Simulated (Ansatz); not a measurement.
# Gate voltage at the highest density: arsenene bilayer, AB

A layer charged from one gate needs a voltage that grows with the carrier density; the slope is e over the total capacitance.

How it was computed: Ansatz 0.2.0, plane waves with PAW datasets (its set soft_2), PBE-D3(BJ); isolated slab, charged sheet 4.5 Å from the outer atoms behind model barriers, atoms held, Fermi-Dirac smearing of 0.02585 eV. The voltage is that of the gate against the layer's Fermi level, from the uncharged case, which has a gap of 0.09 eV.

| run | added electrons (10¹³ per cm²) | gate voltage (V) |
| --- | --- | --- |
| run 1 | −1.00 | −0.63 |
| run 2 | −2.00 | −1.26 |
| run 3 | −4.00 | −2.50 |
| run 4 | −7.00 | −4.40 |
| run 5 | −11.00 | ? |

Q: Estimate the withheld value from the rows shown.

A least-squares line through the 4 rows shown has slope 0.6279 and intercept 0.0001; no row lies more than 0.01 V off it. The capacitance is 1.602/0.6279 = 2.55 µF/cm², against 1.97 µF/cm² for plates 4.5 Å apart in vacuum; it is the larger, as where the added charge has its centre outside the outer atoms (not examined here). At −11.00 it gives 0.6279 × (−11.00) + 0.0001 = −6.91 V, beyond the rows fitted. Rounding and scatter of the rows alone allow about ±0.029 V there.

The run itself gives −7.00 V: a miss of −0.09 V, or 1.3 % of the value. The capacitance falls a little towards the highest density.

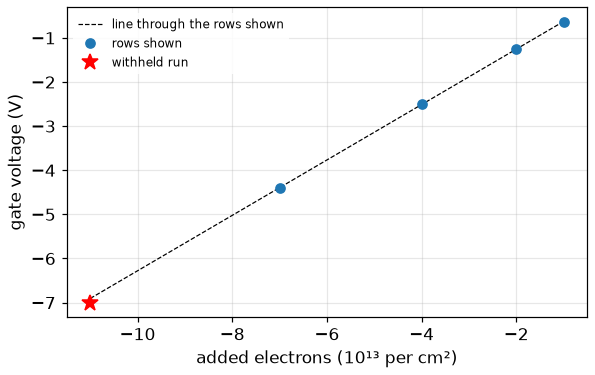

The fit and the withheld run.

Caveats: The gates are model sheets, not atoms, and low densities sample few k-points.
